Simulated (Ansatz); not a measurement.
# AlH₄+ (triplet): one geometry, many settings

What do other methods and options give for AlH₄+ (triplet) at this geometry, and how long do they take?

Computed with Ansatz 0.2.0, Gaussian basis. Level: the settings change from run to run.

9 further runs of the same task are left out: 3 for a known fault of the program, 1 that didn't finish, 5 set aside as unsound or not needed.

**1. The system**

The geometry is a PBE0/def2-TZVP stationary point (not a proven minimum).

5 atoms, charge 1, spin multiplicity 3.

Atoms are counted from 1 here; the program's logs count them from 0.

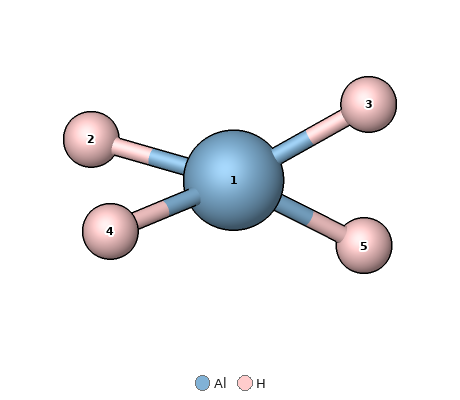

The structure; aluminium light blue, hydrogen pink; atoms are numbered from 1 in the order of the file.

**2. CCSD(T) on ROHF/6-31G***

Contents of in.yaml:

```yaml
crystal:
  periodic: [false, false, false]
  atoms:
    - {symbol: Al, position_ang: [0.000000, 0.000000, 0.000000]}
    - {symbol: H, position_ang: [0.621180, 1.410429, 0.625916]}
    - {symbol: H, position_ang: [-0.624953, -1.407416, 0.628935]}
    - {symbol: H, position_ang: [-0.629895, 1.403521, -0.632699]}
    - {symbol: H, position_ang: [0.633669, -1.406534, -0.622152]}
basis:
  gaussian: {orbitals: "6-31G*"}
total_charge: 1
magnetization: {spin_polarized: false, initial_magnetization: 2}
hamiltonian: {pseudopotentials: {relativity: none}}
correlation: {method: ccsd_t, electrons: outside_noble_gas}
scf: {omitted_lower_state_checks: [cluster_reference]}
output: {forces: true}
```

Launch:

```bash
$ ansatz run in.yaml --threads 1 --pin off --events-out ev --progress --plain --max-ram 2393MiB
```

The log of the run, shortened:

```text
Functional definition: HF
  name "HF"
  cite "Fock, Z. Phys. 61, 126 (1930) doi:10.1007/BF01340294"
  parent pbe
[...]
293 factors; integrals over basis functions are off by at most 5.6e-4 eV
[...]
mean field -6632.33641209 eV, -243.7338675851 hartree, gradient 8.4e-7 eV, S^2 2.000000; 0 other end points of the search recorded, 0 dependent functions left out
5 core orbitals not correlated: weight in the atoms' cores, before any rotation towards them, 1.000 or more for the frozen orbitals, at most 0.000 for the correlated occupied ones
reference -6632.33641209 eV, -243.7338675851 hartree; 4, 2 occupied and 18, 20 virtual orbitals, 293 factors
second order -1.39503763 eV of doubles, -0.15455283 eV of singles
cycle   1  -1.94048906 eV  change   -3.9e-1 eV  update   5.8e-2
[...]
cycle  11  -2.16267974 eV  change   -4.6e-7 eV  update   6.3e-7
perturbative correction -0.03907911 eV, -0.0014361310 hartree
[...]
Total energy: -6634.53817094 eV, -243.8147807306 hartree
Atom 0 at     0.000000     0.000000     0.000000 Å, force    -0.000000    -0.000001    -0.000000 eV/Å
Atom 1 at     0.621180     1.410429     0.625916 Å, force     0.191796     0.053874     0.192989 eV/Å
Atom 2 at    -0.624953    -1.407416     0.628935 Å, force    -0.192953    -0.052949     0.192088 eV/Å
Atom 3 at    -0.629895     1.403521    -0.632699 Å, force    -0.192123     0.051754    -0.193244 eV/Å
Atom 4 at     0.633669    -1.406534    -0.622152 Å, force     0.193281    -0.052678    -0.191834 eV/Å
Dipole moment:     0.000000     0.000000     0.000000 e Å
Checks for a lower state left out: cluster_reference
```

Run time: 0.48 s. Hardware: 1 thread of Arm Neoverse V2, shared host.

From the report: correlation -2.2018 eV; T1 0.027; largest double amplitude 0.06.

**3. HF/cc-pVDZ**

in.yaml, as its differences from that of step 2:

```diff
@@ -9,8 +9,8 @@
 basis:
-  gaussian: {orbitals: "6-31G*"}
+  gaussian: {orbitals: cc-pVDZ}
 total_charge: 1
 magnetization: {spin_polarized: false, initial_magnetization: 2}
-hamiltonian: {pseudopotentials: {relativity: none}}
-correlation: {method: ccsd_t, electrons: outside_noble_gas}
-scf: {omitted_lower_state_checks: [cluster_reference]}
-output: {forces: true}
+hamiltonian: {xc: hf}
+accuracy: high
+scf: {lower_state_search: light}
+output: {orbitals: {seedname: orbitals}}
```

Same command.

The log of the run:

```text
Functional definition: HF
  name "HF"
  cite "Fock, Z. Phys. 61, 126 (1930) doi:10.1007/BF01340294"
  parent pbe
  exchange = exact_x
  correlation = 0
813 factors; integrals over basis functions are off by at most 2.8e-9 eV
mean field evaluation 1: about -6632.3736 eV, gradient 7.4e0 eV
mean field evaluation 2: about -6632.3769 eV, gradient 7.4e0 eV
mean field evaluation 4: about -6632.8448 eV, gradient 1.7e-1 eV
mean field evaluation 8: about -6632.8450 eV, gradient 2.8e-4 eV
mean field -6632.84496202 eV, -243.7525564505 hartree, gradient 2.8e-8 eV, S^2 2.000000; 0 other end points of the search recorded, 0 dependent functions left out
reference -6632.84496202 eV, -243.7525564505 hartree; 9, 7 occupied and 29, 31 virtual orbitals, 813 factors
Total energy: -6632.84496202 eV, -243.7525564505 hartree
```

Run time: 0.3 s. Hardware: 1 thread of Arm Neoverse V2, shared host.

**4. MRCISD+Q(relaxed)(4,6)/cc-pVDZ**

in.yaml, as its differences from that of step 3:

```diff
@@ -12,5 +12,2 @@
 magnetization: {spin_polarized: false, initial_magnetization: 2}
-hamiltonian: {xc: hf}
-accuracy: high
-scf: {lower_state_search: light}
-output: {orbitals: {seedname: orbitals}}
+correlation: {method: fic_mrcisd_q_relaxed, electrons: outside_noble_gas, active_space: {window: {electrons: 4, orbitals: 6}}}
```

Same command.

The log of the run, shortened:

```text
Functional definition: HF
  name "HF"
  cite "Fock, Z. Phys. 61, 126 (1930) doi:10.1007/BF01340294"
  parent pbe
[...]
352 factors; integrals over basis functions are off by at most 1.2e-3 eV
[...]
mean field -6632.84490111 eV, -243.7525542122 hartree, gradient 1.2e-6 eV, S^2 2.000000; 0 other end points of the search recorded, 0 dependent functions left out
reference -6632.84490111 eV, -243.7525542122 hartree; 9, 7 occupied and 29, 31 virtual orbitals, 352 factors
state -6633.75485340 eV, -243.7859943420 hartree
contracted CI cycle   1: correlation 0.00000000 eV, 0.0000000000 hartree, residual 9.74e0 eV
contracted CI cycle   2: correlation -1.80498584 eV, -0.0663320060 hartree, residual 2.14e0 eV
contracted CI cycle   3: correlation -1.89977137 eV, -0.0698153103 hartree, residual 7.18e-1 eV
contracted CI cycle   4: correlation -1.91152026 eV, -0.0702470738 hartree, residual 3.39e-1 eV
contracted CI cycle   5: correlation -1.91434940 eV, -0.0703510428 hartree, residual 1.57e-1 eV
contracted CI cycle   6: correlation -1.91490063 eV, -0.0703713003 hartree, residual 6.53e-2 eV
contracted CI cycle   7: correlation -1.91499437 eV, -0.0703747450 hartree, residual 2.63e-2 eV
contracted CI cycle   8: correlation -1.91500938 eV, -0.0703752966 hartree, residual 9.39e-3 eV
contracted CI cycle   9: correlation -1.91501168 eV, -0.0703753813 hartree, residual 4.39e-3 eV
contracted CI cycle  10: correlation -1.91501213 eV, -0.0703753977 hartree, residual 1.66e-3 eV
contracted CI cycle  11: correlation -1.91501219 eV, -0.0703753999 hartree, residual 6.42e-4 eV
state -6633.75485340 eV, -243.7859943420 hartree; corrected -6635.77097096 eV, -243.8600852956 hartree
the orbitals are reached from a further start. From the first start the search ends at -6633.75485197 eV, -243.7859942892 hartree
Total energy: -6635.77097096 eV, -243.8600852956 hartree
```

Wall time 1.3 s (1 thread of Arm Neoverse V2, shared host).

From the report: 52 determinants; active occupations 1.96, 1.00, 1.00, 0.03, 0.01, 0.01.

**5. CASSCF(4,5)/def2-SVP**

in.yaml, as its differences from that of step 4:

```diff
@@ -9,5 +9,5 @@
 basis:
-  gaussian: {orbitals: cc-pVDZ}
+  gaussian: {orbitals: def2-SVP}
 total_charge: 1
 magnetization: {spin_polarized: false, initial_magnetization: 2}
-correlation: {method: fic_mrcisd_q_relaxed, electrons: outside_noble_gas, active_space: {window: {electrons: 4, orbitals: 6}}}
+correlation: {active_space: {window: {electrons: 4, orbitals: 5}, states: [{multiplicity: 3, weights: [1, 1]}, {multiplicity: 5, weights: [1]}], root: 1}}
```

Same command.

The log of the run:

```text
Functional definition: HF
  name "HF"
  cite "Fock, Z. Phys. 61, 126 (1930) doi:10.1007/BF01340294"
  parent pbe
  exchange = exact_x
  correlation = 0
660 factors; integrals over basis functions are off by at most 2.1e-7 eV
mean field evaluation 1: about -6630.2587 eV, gradient 7.5e0 eV
mean field evaluation 2: about -6630.2622 eV, gradient 7.5e0 eV
mean field evaluation 4: about -6630.7292 eV, gradient 1.7e-1 eV
mean field evaluation 8: about -6630.7293 eV, gradient 1.0e-5 eV
mean field -6630.72931102 eV, -243.6748077101 hartree, gradient 1.6e-6 eV, S^2 2.000000; 0 other end points of the search recorded, 0 dependent functions left out
reference -6630.72931102 eV, -243.6748077101 hartree; 9, 7 occupied and 29, 31 virtual orbitals, 660 factors
state -6631.07931745 eV, -243.6876702092 hartree
state -6627.36506445 eV, -243.5511739291 hartree
state -6623.76628096 eV, -243.4189210754 hartree
Total energy: -6627.36506445 eV, -243.5511739291 hartree
```

Run time: 0.81 s. Hardware: 1 thread of Arm Neoverse V2, shared host.

From the report: 100 determinants; active occupations (of the averaged states) 1.35, 1.24, 1.00, 0.39, 0.03.

**6. CCSDT/cc-pVDZ**

in.yaml, as its differences from that of step 5:

```diff
@@ -9,5 +9,7 @@
 basis:
-  gaussian: {orbitals: def2-SVP}
+  gaussian: {orbitals: cc-pVDZ}
 total_charge: 1
 magnetization: {spin_polarized: false, initial_magnetization: 2}
-correlation: {active_space: {window: {electrons: 4, orbitals: 5}, states: [{multiplicity: 3, weights: [1, 1]}, {multiplicity: 5, weights: [1]}], root: 1}}
+hamiltonian: {xc: {name: PBE}}
+correlation: {method: ccsdt, electrons: outside_noble_gas, diis_vectors: 1}
+scf: {omitted_lower_state_checks: [cluster_reference]}
```

Launched as before.

The log of the run, shortened:

```text
Functional definition: PBE
  name "PBE"
  cite "Perdew, Burke & Ernzerhof, Phys. Rev. Lett. 77, 3865 (1996) doi:10.1103/PhysRevLett.77.3865"
  parent pbe
[...]
723 factors; integrals over basis functions are off by at most 2.2e-7 eV
[...]
mean field -6644.41679028 eV, -244.1778132952 hartree, gradient 1.3e-6 eV, S^2 2.000000; 0 other end points of the search recorded, 0 dependent functions left out
5 core orbitals not correlated: weight in the atoms' cores, before any rotation towards them, 1.000 or more for the frozen orbitals, at most 0.000 for the correlated occupied ones
reference -6632.59766249 eV, -243.7434683603 hartree; 4, 2 occupied and 29, 31 virtual orbitals, 723 factors
second order -2.05204760 eV of doubles, -0.30435153 eV of singles
cycle   1  -2.81055598 eV  change   -4.5e-1 eV  update   5.7e-2
[...]
cycle  19  -3.07320679 eV  change   -1.1e-7 eV  update   4.5e-7
Total energy: -6635.67086928 eV, -243.8564066268 hartree
Checks for a lower state left out: cluster_reference
```

It took 2.9 s on 1 thread of Arm Neoverse V2, shared host.

From the report: correlation -3.0732 eV; T1 0.034; largest double amplitude 0.06. The orbitals are Kohn-Sham ones, so correlation energy and T1 don't compare with those on Hartree-Fock orbitals.

**7. HF/def2-SVPD**

in.yaml, as its differences from that of step 6:

```diff
@@ -9,7 +9,7 @@
 basis:
-  gaussian: {orbitals: cc-pVDZ}
+  gaussian: {orbitals: def2-SVPD}
 total_charge: 1
 magnetization: {spin_polarized: false, initial_magnetization: 2}
-hamiltonian: {xc: {name: PBE}}
-correlation: {method: ccsdt, electrons: outside_noble_gas, diis_vectors: 1}
-scf: {omitted_lower_state_checks: [cluster_reference]}
+hamiltonian: {xc: hf}
+scf: {lower_state_search: light}
+output: {orbitals: {seedname: orbitals}}
```

Same command.

The log of the run:

```text
Functional definition: HF
  name "HF"
  cite "Fock, Z. Phys. 61, 126 (1930) doi:10.1007/BF01340294"
  parent pbe
  exchange = exact_x
  correlation = 0
540 factors; their error is unknown
mean field evaluation 1: about -6630.0530 eV, gradient 7.5e0 eV
mean field evaluation 2: about -6630.5233 eV, gradient 1.8e0 eV
mean field evaluation 4: about -6630.5458 eV, gradient 1.9e-1 eV
mean field evaluation 8: about -6630.8661 eV, gradient 3.5e-2 eV
mean field -6630.86610978 eV, -243.6798349718 hartree, gradient 6.7e-6 eV, S^2 2.000000; 0 other end points of the search recorded, 0 dependent functions left out
reference -6630.86610978 eV, -243.6798349718 hartree; 9, 7 occupied and 47, 49 virtual orbitals, 540 factors
Total energy: -6630.86610978 eV, -243.6798349718 hartree
```

It took 0.15 s on 1 thread of Arm Neoverse V2, shared host.

**8. CCSD(T) on UHF/STO-3G**

in.yaml, as its differences from that of step 7:

```diff
@@ -9,7 +9,7 @@
 basis:
-  gaussian: {orbitals: def2-SVPD}
+  gaussian: {orbitals: STO-3G}
 total_charge: 1
-magnetization: {spin_polarized: false, initial_magnetization: 2}
-hamiltonian: {xc: hf}
+magnetization: {spin_polarized: true, initial_magnetization: 2}
+correlation: {method: ccsd_t, electrons: all}
 scf: {lower_state_search: light}
-output: {orbitals: {seedname: orbitals}}
+output: {forces: true}
```

Launched as before.

The log of the run, shortened:

```text
Functional definition: HF
  name "HF"
  cite "Fock, Z. Phys. 61, 126 (1930) doi:10.1007/BF01340294"
  parent pbe
[...]
143 factors; integrals over basis functions are off by at most 1.2e-5 eV
[...]
mean field -6554.73556582 eV, -240.8820890845 hartree, gradient 5.2e-7 eV, S^2 2.066976; 0 other end points of the search recorded, 0 dependent functions left out
reference -6554.73556582 eV, -240.8820890845 hartree; 9, 7 occupied and 4, 6 virtual orbitals, 143 factors
second order -1.04060274 eV of doubles, -0.00000000 eV of singles
cycle   1  -1.38701254 eV  change   -3.5e-1 eV  update   6.8e-2
[...]
cycle  11  -1.80368153 eV  change   -1.5e-6 eV  update   8.6e-7
perturbative correction -0.03674532 eV, -0.0013503656 hartree
[...]
Total energy: -6556.57599267 eV, -240.9497235239 hartree
Atom 0 at     0.000000     0.000000     0.000000 Å, force    -0.000000    -0.000001     0.000000 eV/Å
Atom 1 at     0.621180     1.410429     0.625916 Å, force     0.203195    -0.828207     0.203835 eV/Å
Atom 2 at    -0.624953    -1.407416     0.628935 Å, force    -0.204405     0.829174     0.198629 eV/Å
Atom 3 at    -0.629895     1.403521    -0.632699 Å, force    -0.198058    -0.830423    -0.199837 eV/Å
Atom 4 at     0.633669    -1.406534    -0.622152 Å, force     0.199268     0.829457    -0.202627 eV/Å
Dipole moment:     0.000000    -0.000000    -0.000000 e Å
```

It took 0.45 s on 1 thread of Arm Neoverse V2, shared host.

From the report: ⟨S²⟩ of the determinant 2.067 (pure triplet: 2.00); correlation -1.8404 eV; T1 0.014; largest double amplitude 0.10.

**9. CCSDT on UHF/6-31G***

in.yaml, as its differences from that of step 8:

```diff
@@ -9,7 +9,6 @@
 basis:
-  gaussian: {orbitals: STO-3G}
+  gaussian: {orbitals: "6-31G*"}
 total_charge: 1
 magnetization: {spin_polarized: true, initial_magnetization: 2}
-correlation: {method: ccsd_t, electrons: all}
-scf: {lower_state_search: light}
-output: {forces: true}
+correlation: {method: ccsdt, electrons: valence}
+accuracy: high
```

Same command.

The log of the run, shortened:

```text
Functional definition: HF
  name "HF"
  cite "Fock, Z. Phys. 61, 126 (1930) doi:10.1007/BF01340294"
  parent pbe
[...]
541 factors; integrals over basis functions are off by at most 3.9e-9 eV
[...]
mean field -6632.62232107 eV, -243.7443745465 hartree, gradient 5.5e-8 eV, S^2 2.036559; 0 other end points of the search recorded, 0 dependent functions left out
5 core orbitals not correlated: weight in the atoms' cores, before any rotation towards them, 1.000 or more for the frozen orbitals, at most 0.000 for the correlated occupied ones
reference -6632.62232107 eV, -243.7443745465 hartree; 4, 2 occupied and 18, 20 virtual orbitals, 541 factors
second order -1.26093586 eV of doubles, -0.00000000 eV of singles
cycle   1  -1.61450382 eV  change   -3.5e-1 eV  update   6.0e-2
[...]
cycle  22  -1.93475245 eV  change   5.1e-10 eV  update  5.1e-10
Total energy: -6634.55707352 eV, -243.8154753875 hartree
```

Run time: 1.1 s. Hardware: 1 thread of Arm Neoverse V2, shared host.

From the report: ⟨S²⟩ of the determinant 2.037 (pure triplet: 2.00); correlation -1.9348 eV; T1 0.022; largest double amplitude 0.07.

**10. NEVPT2(6,6)/def2-mTZVP**

in.yaml, as its differences from that of step 9:

```diff
@@ -9,6 +9,5 @@
 basis:
-  gaussian: {orbitals: "6-31G*"}
+  gaussian: {orbitals: def2-mTZVP}
 total_charge: 1
-magnetization: {spin_polarized: true, initial_magnetization: 2}
-correlation: {method: ccsdt, electrons: valence}
-accuracy: high
+magnetization: {spin_polarized: false, initial_magnetization: 2}
+correlation: {method: sc_nevpt2, electrons: outside_noble_gas, active_space: {window: {electrons: 6, orbitals: 6}}}
```

Same command.

The log of the run:

```text
Functional definition: HF
  name "HF"
  cite "Fock, Z. Phys. 61, 126 (1930) doi:10.1007/BF01340294"
  parent pbe
  exchange = exact_x
  correlation = 0
340 factors; integrals over basis functions are off by at most 4.6e-4 eV
mean field evaluation 1: about -6632.1927 eV, gradient 7.6e0 eV
mean field evaluation 2: about -6632.1949 eV, gradient 7.6e0 eV
mean field evaluation 4: about -6632.6936 eV, gradient 1.8e-1 eV
mean field evaluation 8: about -6632.6937 eV, gradient 1.7e-4 eV
mean field -6632.69374807 eV, -243.7469994401 hartree, gradient 2.6e-6 eV, S^2 2.000000; 0 other end points of the search recorded, 0 dependent functions left out
reference -6632.69374807 eV, -243.7469994401 hartree; 9, 7 occupied and 25, 27 virtual orbitals, 340 factors
state -6633.69556870 eV, -243.7838156695 hartree
state -6633.69556870 eV, -243.7838156695 hartree; corrected -6634.50134183 eV, -243.8134272858 hartree
Total energy: -6634.50134183 eV, -243.8134272858 hartree
```

It took 0.57 s on 1 thread of Arm Neoverse V2, shared host.

From the report: 104 determinants; active occupations 1.98, 1.97, 1.00, 1.00, 0.04, 0.02.

**11. The runs in one table**

Where basis and cores are those of an earlier FCI/cc-pVDZ run (-6635.7431 eV), and the state is the same kind, the miss against it is given.

```tsv
level	correlated	functions	energy (eV)	from FCI (meV)	time
CCSD(T) on ROHF/6-31G*	outside noble gas	27	-6634.5382		0.48 s
HF/cc-pVDZ		38	-6632.8450	2898.1	0.3 s
MRCISD+Q(relaxed)(4,6)/cc-pVDZ	outside noble gas	38	-6635.7710	-27.9	1.3 s
CASSCF(4,5)/def2-SVP (excited root 1 of an average)		38	-6627.3651		0.81 s
CCSDT/cc-pVDZ (on PBE orbitals)	outside noble gas	38	-6635.6709	72.2	2.9 s
HF/def2-SVPD		56	-6630.8661		0.15 s
CCSD(T) on UHF/STO-3G	all	13	-6556.5760		0.45 s
CCSDT on UHF/6-31G*	valence	27	-6634.5571		1.1 s
NEVPT2(6,6)/def2-mTZVP	outside noble gas	34	-6634.5013		0.57 s
```

**12. Summary of results**

| quantity | value |
| --- | --- |
| runs | 9 |
| quickest | HF/def2-SVPD, 0.15 s |
| slowest | CCSDT/cc-pVDZ (on PBE orbitals), 2.9 s |

**Reading.** Total energies in different bases, with other cores or another treatment of relativity can't be set against each other. CCSDT/cc-pVDZ (on PBE orbitals) took 19 times as long as HF/def2-SVPD; the jobs differ in more than the method. Among the correlated runs with a miss given, it spans -28 to +72 meV. Hartree-Fock, CASSCF and CASCI lack dynamic correlation by design. Cores frozen from Kohn-Sham orbitals shift the total energy.
